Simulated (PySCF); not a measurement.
## A study: C₃H₄ClO, doublet, SMILES `C=C(Cl)[CH]O`

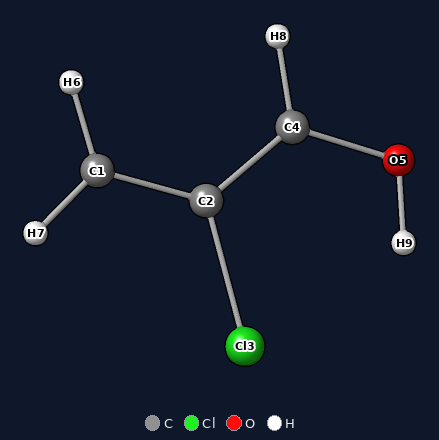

The molecule, with its atoms numbered as below. No frequency check shows the geometry to be a minimum.

Cartesian coordinates (Å):

```
C1       1.2513   -1.5005    0.0000
C2       0.2805   -0.5418    0.0000
Cl3      0.7748    1.1479    0.0000
C4      -1.0869   -0.7550    0.0000
O5      -2.0086    0.2165    0.0000
H6       0.9771   -2.5377    0.0000
H7       2.2934   -1.2489    0.0000
H8      -1.4959   -1.7512    0.0000
H9      -1.5478    1.0747    0.0000
```

Part 1: Bonding charge

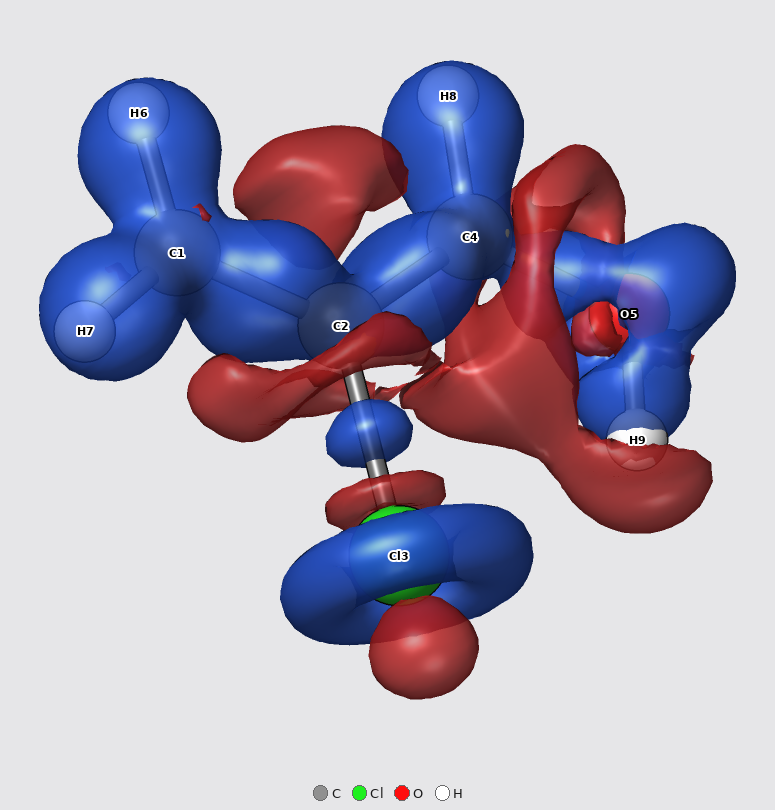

Deformation density (molecule less spherical, spin-averaged free atoms at the same positions), surfaces at ±0.09 e/Å³; blue: gain, red: loss.

PySCF calculation, HF/6-31G*, gas phase; geometry: GFN2-xTB. The stability of the open-shell solution wasn't checked. GFN2-xTB doesn't know the spin state, so this open-shell geometry is rough.

Q: Describe the bonding that the map shows.

A: C2–C4: +0.75 e/Å³ at the bond critical point (bond length 1.38 Å, Mayer order 1.3). C1–C2: +0.73 e/Å³ at the bond critical point (bond length 1.36 Å, Mayer order 1.3). C4–H8: +0.72 e/Å³ at the bond critical point (bond length 1.08 Å, Mayer order 0.9). C1–H7: +0.68 e/Å³ at the bond critical point (bond length 1.07 Å, Mayer order 0.9). C1–H6: +0.67 e/Å³ at the bond critical point (bond length 1.07 Å, Mayer order 0.9). O5–H9: +0.53 e/Å³ at the bond critical point (bond length 0.97 Å, Mayer order 0.7). C4–O5: +0.27 e/Å³ at the bond critical point (bond length 1.34 Å, Mayer order 1.0). C2–Cl3: +0.19 e/Å³ at the bond critical point (bond length 1.76 Å, Mayer order 1.0). In all, 2.1 electrons gather in the regions of gain relative to the promolecule.

Part 2: Electrostatic potential

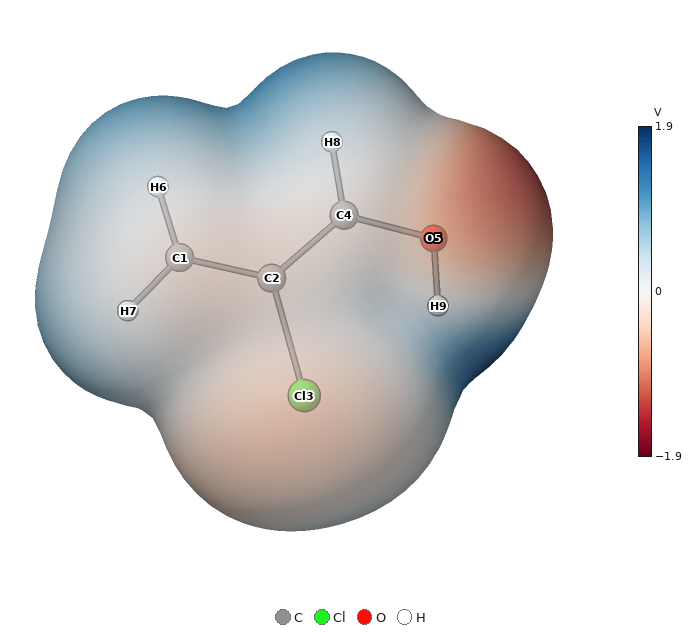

Electrostatic potential on the surface of electron density 0.001 a.u.

Q: Where are the extremes of the potential on the surface?

A: Highest: 1.88 V, 1.2 Å from H9. Further maxima include 1.10 V, 1.3 Å from H8; 0.83 V, 1.3 Å from H7. Lowest: −1.26 V, 1.7 Å from O5. Further minima include −0.50 V, off the molecular plane, over Cl3 (2.1 Å), and at like points elsewhere; −0.25 V, off the C1–C2 bond (2.1 Å from its atoms), and at like points elsewhere. The surface is sampled at points, so like sites can differ by a few per cent and only the strongest of them is named.

Q: Does Cl3 carry a σ-hole?

A: Yes: a local maximum of +0.37 V lies on the extension of the C2–Cl3 bond.

Q: What volume does the surface enclose, and what is the dipole moment?

A: About 105 Å³; the dipole moment is 1.4 D.

Part 3: Spin density

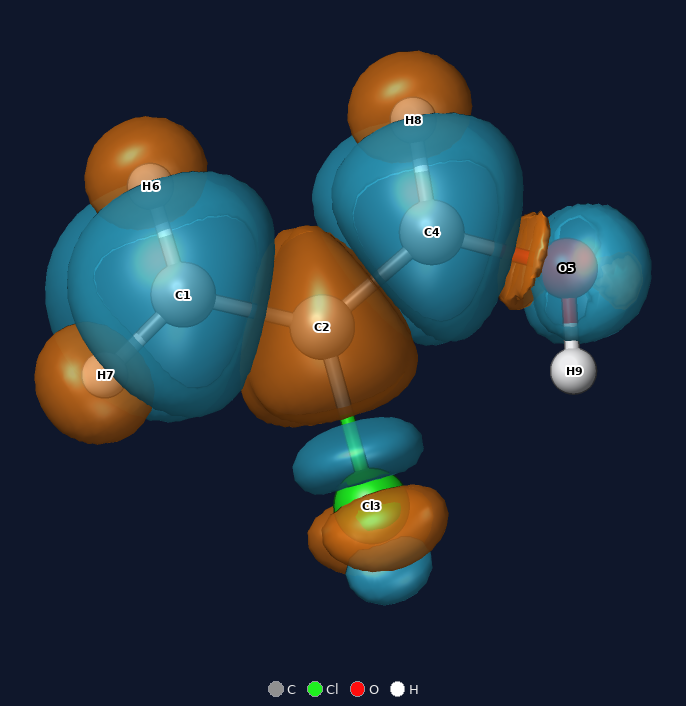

Spin density ρα − ρβ at ±0.01 e/Å³ (light blue: excess α, orange: excess β).

Q: How is the spin shared among the atoms?

A: Hirshfeld spin populations: C1 +0.58, C4 +0.50 and O5 +0.11. Spin polarisation leaves negative spin on C2 (−0.23) and Cl3 (−0.02). ⟨S²⟩ = 0.95, against 0.75 for a pure state. The picture also shows regions of β spin from spin polarisation; the Hirshfeld sums, whose atoms overlap, net them against the α spin of neighbours.

Part 4: In an electric field

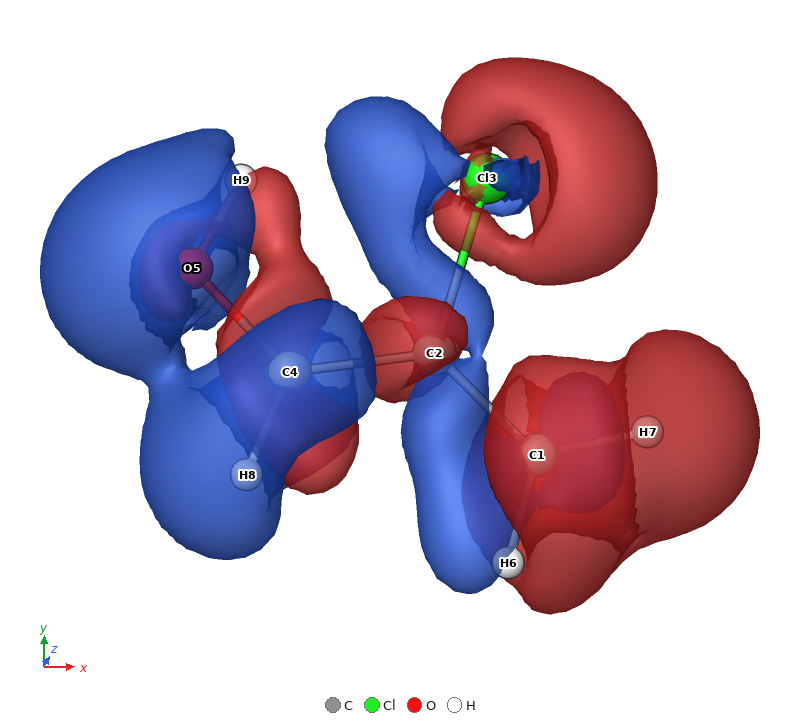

Change of the electron density in a uniform field of 0.41 V/Å, surfaces at ±0.002 e/Å³ (red: gain, blue: loss).

Level of theory: B3LYP/6-311+G** (PySCF), at a geometry from GFN2-xTB. The basis has diffuse s and p functions alone, which still leaves polarisabilities too small, most of all across bonds. The stability of the open-shell solution wasn't checked. GFN2-xTB doesn't know the spin state, so this open-shell geometry is rough.

Q: Along which Cartesian direction does the field point?

A: Along −x: electrons gather on the +x side, against the field.

Q: How large is the response?

A: The induced dipole is 1.44 D (along the field); α along this axis, from the fields in both directions, is 70 bohr³ (10.4 Å³).

Q: Which atoms gain and lose the most charge?

A: Electrons gather most on C1 (Hirshfeld charge changes by −0.025 e) and leave O5 most (+0.029 e); 0.109 electrons are displaced in all.

Part 5: Removing or adding an electron

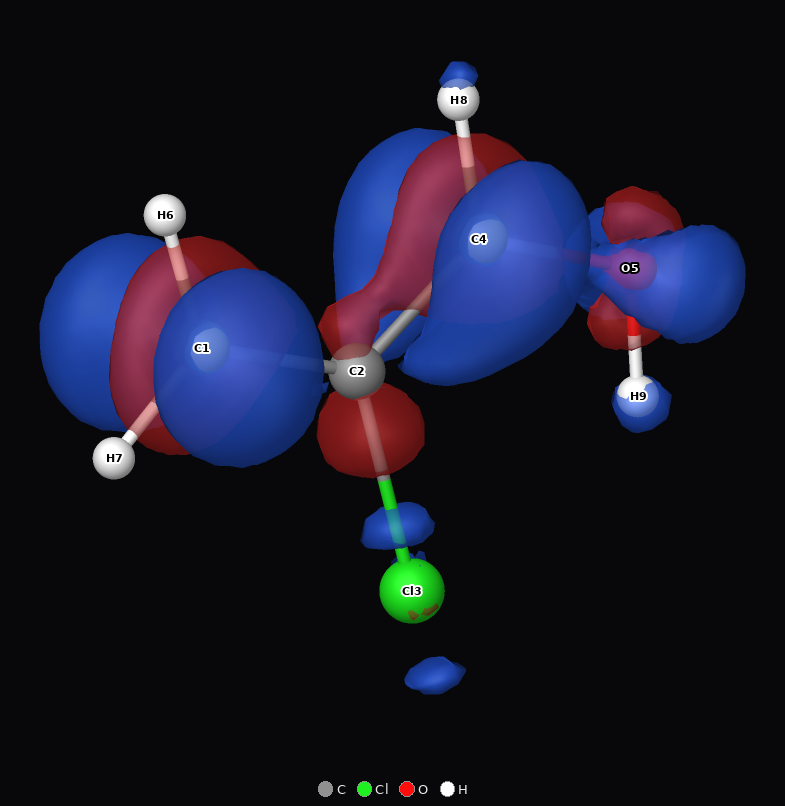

Fukui function f⁺ = ρ(N+1) − ρ(N) at fixed geometry, surfaces at ±0.03 e/Å³ (blue positive, red negative).

PySCF calculation, B3LYP/6-31+G*, gas phase; geometry: GFN2-xTB. GFN2-xTB doesn't know the spin state, so this open-shell geometry is rough.

Q: Which atoms respond most to the addition of an electron?

A: f⁺ (Hirshfeld-condensed) is largest on C1 (0.28) and C4 (0.18); the vertical electron affinity is 0.09 eV (to the singlet anion, which needn't be its lowest state; the anion's highest orbital has positive energy, so this value and f⁺ depend on the basis). Condensed values hint at sites of nucleophilic attack but needn't mark the atom that reacts. Orbital relaxation makes it negative in places (0.18 e in all).

```tsv
atom	f⁺	charge
C1	+0.28	−0.11
C2	+0.07	−0.03
Cl3	+0.11	−0.02
C4	+0.18	+0.03
O5	+0.11	−0.18
H6	+0.07	+0.05
H7	+0.09	+0.05
H8	+0.06	+0.07
H9	+0.04	+0.16
```
